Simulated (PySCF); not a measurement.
**MP2/6-31G(d) (spherical functions) run of C3H4FNS (SMILES NCC(F)=C=S)**

What is the vertical ionisation energy of C3H4FNS at MP2/6-31G* (spherical functions)? Input form: a Python script.

Program for the calculation: PySCF 2.14.0.

9 further runs of the same task are left out: 6 that didn't finish, 3 set aside as unsound or not needed.

### 1 Starting point

C3H4FNS has 10 atoms, charge 0, and is taken as a singlet. SMILES: `NCC(F)=C=S`. The coordinates come from a GFN2-xTB relaxation. This is one conformer, not always the lowest.

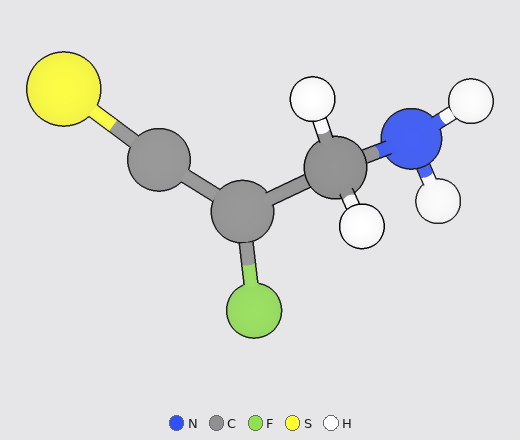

Viewed from a chosen angle; nitrogen blue, carbon grey, fluorine green, sulfur yellow, hydrogen white.

### 2 The energy at MP2/6-31G(d) (spherical functions)

The input, job.py:

```python
from pyscf import gto, mp

system = gto.M(
    atom='''
N      1.396923    -1.833620    -1.683651
C      1.081377    -0.374506     0.609153
C     -1.586520     0.632548     0.742322
F     -3.328356    -1.102787     1.501633
C     -2.215968     2.930814     0.116974
S     -2.651437     5.746109    -0.617600
H      3.218582    -2.357093    -1.936516
H      0.294759    -3.398748    -1.656780
H      1.395997    -1.459530     2.361931
H      2.394642     1.216832     0.562534
''',
    verbose=3,
    max_memory=40,
    charge=0,
    unit='bohr',
    basis='6-31g*',
)

mf = system.RHF()
mf.conv_tol = 1e-08
mf.direct_scf_tol = 1e-08
mf.max_cycle = 60
mf.kernel()

pt = mp.MP2(mf, frozen=10).run()
e_tot = pt.e_tot
print('Final energy', e_tot)
```

Launch:

```bash
OMP_NUM_THREADS=1 python job.py
```

The program printed:

```text
converged SCF energy = -667.238548447898

E(RMP2) = -668.064912225756  E_corr = -0.82636377785719
E(SCS-RMP2) = -668.041320264044  E_corr = -0.802771816146071
Final energy -668.0649122257555
```

Wall time 19 s (1 thread of Arm Neoverse V1, shared host); peak memory 0.21 GiB.

### 3 The doublet cation

The input, calc.py:

```python
from pyscf import gto, mp

mol = gto.M(
    atom='''
N        0.739220      -0.970310      -0.890950
C        0.572240      -0.198180       0.322350
C       -0.839550       0.334730       0.392820
F       -1.761290      -0.583570       0.794630
C       -1.172640       1.550920       0.061900
S       -1.403080       3.040710      -0.326820
H        1.703200      -1.247320      -1.024760
H        0.155980      -1.798540      -0.876730
H        0.738730      -0.772350       1.249880
H        1.267190       0.643920       0.297680
''',
    basis='6-31g*',
    max_memory=40,
    charge=1,
    spin=1,
    verbose=4,
)

calc0 = mol.UHF()
calc0.conv_tol = 1e-08
calc0.direct_scf_tol = 1e-08
calc0.max_cycle = 60
calc0.kernel()

pt = mp.MP2(calc0, frozen=10).run()
e_tot = pt.e_tot
print('E(%s) = %.9f' % ('MP2', e_tot))
```

Launch:

```bash
OMP_NUM_THREADS=1 python calc.py
```

The program printed:

```text
PySCF version 2.14.0

[INPUT] num. atoms = 10
[INPUT] num. electrons = 53
[INPUT] charge = 1
[INPUT] spin (= nelec alpha-beta = 2S) = 1
[INPUT] symmetry False subgroup None
[INPUT] Mole.unit = angstrom
[INPUT] Symbol           X                Y                Z      unit          X                Y                Z       unit  Magmom
[INPUT]  1 N      0.739220000000  -0.970310000000  -0.890950000000 AA    1.396923345801  -1.833620155927  -1.683651490681 Bohr   0.0
[INPUT]  2 C      0.572240000000  -0.198180000000   0.322350000000 AA    1.081376877521  -0.374505923366   0.609153216254 Bohr   0.0
[INPUT]  3 C     -0.839550000000   0.334730000000   0.392820000000 AA   -1.586519567879   0.632548025676   0.742322216252 Bohr   0.0
[INPUT]  4 F     -1.761290000000  -0.583570000000   0.794630000000 AA   -3.328355725935  -1.102787474512   1.501633070363 Bohr   0.0
[INPUT]  5 C     -1.172640000000   1.550920000000   0.061900000000 AA   -2.215968442710   2.930814041110   0.116974047111 Bohr   0.0
[INPUT]  6 S     -1.403080000000   3.040710000000  -0.326820000000 AA   -2.651436930855   5.746109124226  -0.617600292030 Bohr   0.0
[INPUT]  7 H      1.703200000000  -1.247320000000  -1.024760000000 AA    3.218581535359  -2.357093189692  -1.936515743409 Bohr   0.0
[INPUT]  8 H      0.155980000000  -1.798540000000  -0.876730000000 AA    0.294759480910  -3.398748024075  -1.656779585190 Bohr   0.0
[INPUT]  9 H      0.738730000000  -0.772350000000   1.249880000000 AA    1.395997380000  -1.459529972308   2.361930888571 Bohr   0.0
[INPUT] 10 H      1.267190000000   0.643920000000   0.297680000000 AA    2.394642047788   1.216832446130   0.562533672761 Bohr   0.0

nuclear repulsion = 262.46746981073
number of shells = 46
number of NR pGTOs = 202
number of NR cGTOs = 96
basis = 6-31g*
ecp = {}

[... 67 lines left out ...]
[... the frontier-level lines of each cycle are left out ...]
cycle= 13 E= -666.966795201172  delta_E= -0.000156  |g|= 0.00199  |ddm|= 0.0581
cycle= 14 E= -666.96679547568  delta_E= -2.75e-07  |g|= 0.00152  |ddm|= 0.00931
cycle= 15 E= -666.966806123544  delta_E= -1.06e-05  |g|= 0.000674  |ddm|= 0.0117
cycle= 16 E= -666.966807999775  delta_E= -1.88e-06  |g|= 0.000471  |ddm|= 0.0097
cycle= 17 E= -666.966808209539  delta_E= -2.1e-07  |g|= 0.000373  |ddm|= 0.00792
cycle= 18 E= -666.966809081635  delta_E= -8.72e-07  |g|= 8.43e-05  |ddm|= 0.00441
cycle= 19 E= -666.966809079642  delta_E= 1.99e-09  |g|= 4.46e-05  |ddm|= 0.000307
Extra cycle  E= -666.966809079213  delta_E= 4.28e-10  |g|= 2.84e-05  |ddm|= 7.52e-05
converged SCF energy = -666.966809079213  <S^2> = 1.0612087  2S+1 = 2.2901605

******** <class 'pyscf.mp.ump2.UMP2'> ********
nocc = (np.int64(17), np.int64(16)), nmo = (86, 86)
frozen orbitals 10
E(UMP2) = -667.753191845523  E_corr = -0.786382766309395
E(SCS-UMP2) = -667.727615934547  E_corr = -0.760806855334049
E_corr(same-spin) = -0.210983612581413
E_corr(oppo-spin) = -0.575399153727982
E(MP2) = -667.753191846
```

Run time: 27 s. Hardware: 1 thread of Arm Neoverse V1, shared host; peak memory 0.22 GiB.

### 4 Results

Level: MP2/6-31G* (spherical functions), 10 core orbitals frozen.

| quantity | value |
| --- | --- |
| singlet C3H4FNS: total energy | -668.06491 Eh |
| singlet C3H4FNS: dipole moment (Hartree–Fock density) | 2.91 D |
| singlet C3H4FNS: HOMO energy (Hartree–Fock orbitals) | -8.69 eV |
| singlet C3H4FNS: LUMO energy (Hartree–Fock orbitals) | 1.30 eV |
| singlet C3H4FNS: HOMO–LUMO gap (Hartree–Fock orbitals) | 9.99 eV |
| singlet C3H4FNS: correlation energy (10 core orbitals frozen) | -826.4 mEh |
| doublet cation: total energy | -667.75319 Eh |
| doublet cation: HOMO energy (Hartree–Fock orbitals) (highest over α and β) | -15.30 eV |
| doublet cation: LUMO energy (Hartree–Fock orbitals) (lowest over α and β) | -6.32 eV |
| doublet cation: correlation energy (10 core orbitals frozen) | -786.4 mEh |
| doublet cation: ⟨S²⟩ of the reference determinant | 1.061 |
| vertical ionisation energy (to the doublet cation) | 8.482 eV |

What this shows: Removing an electron at fixed nuclei costs 8.48 eV (818 kJ/mol). ⟨S²⟩ (doublet cation) is 1.06 where a pure doublet has 0.75: the reference is spin-contaminated. Mulliken charges (doublet cation) of the mean-field density run from -0.87 on N1 to +0.64 on S6; they depend strongly on the basis.
